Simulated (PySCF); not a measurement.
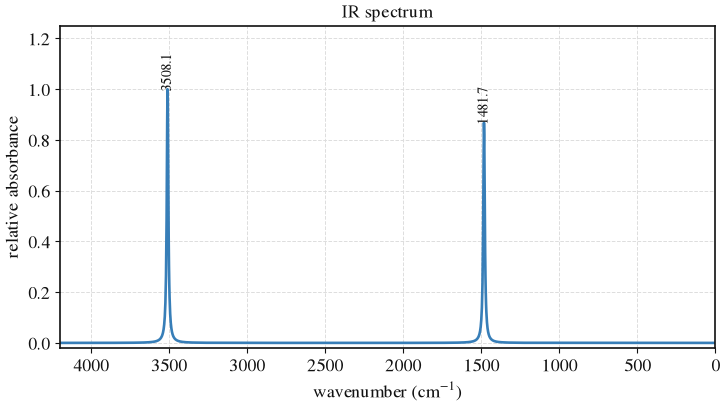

IR spectrum of NH₄⁺, singlet, at a minimum, with N as the central atom. Unscaled harmonic wavenumbers and double-harmonic intensities, PBE0/def2-TZVP, PySCF, isolated molecule. Structures are the lowest points that the searches found. Degenerate modes count as one line, with their intensities summed. Lorentzian lines of 12 cm⁻¹ full width. Close modes add up in the curve.

**Which point group goes with this spectrum?**

The calculation gave Td. Its 9 modes give 4 distinct wavenumbers, 2 with an intensity of 0.05 km/mol or more.
```tsv
cm⁻¹	km/mol	symmetry
1481.7	482.4	t2 (×3)
1722.7	0.0	e (×2)
3397.8	0.0	a1
3508.1	557.5	t2 (×3)
```

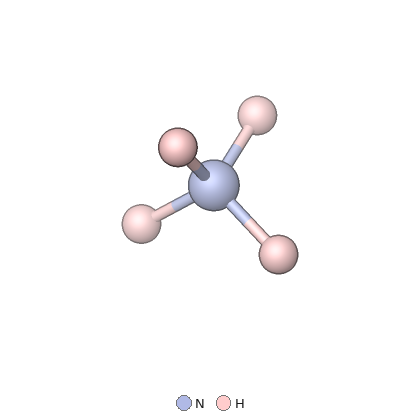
